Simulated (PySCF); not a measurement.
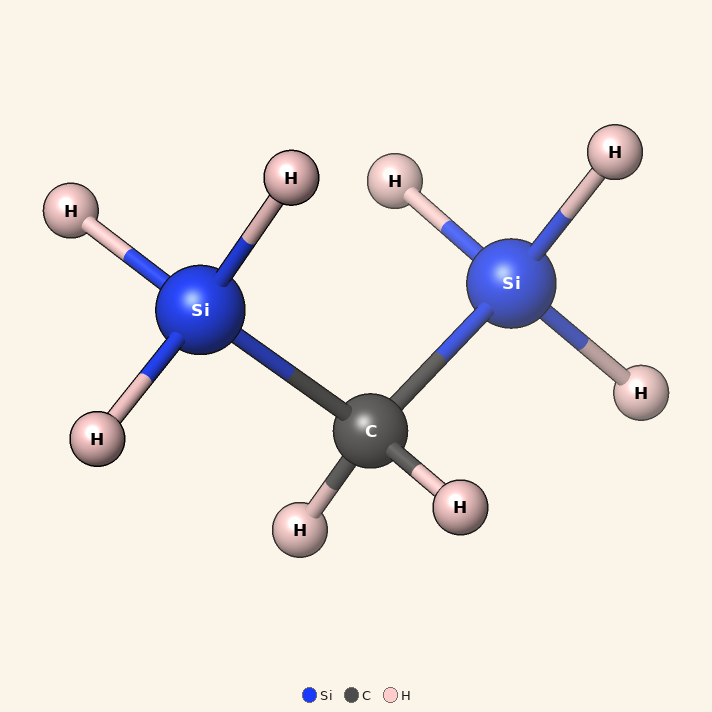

Depth is shown by fading: the farther an atom, the more it takes the colour of the background. Computed geometry: PBE0-D3(BJ)/def2-SVP optimisation. No frequency run is at hand to confirm it as a minimum.

Which symmetry elements does this geometry have?

Answer. It has 1 C2 axis and 2 mirror planes, so the point group is C2v. The group has 4 operations. The geometry is achiral, and symmetry allows a dipole moment.
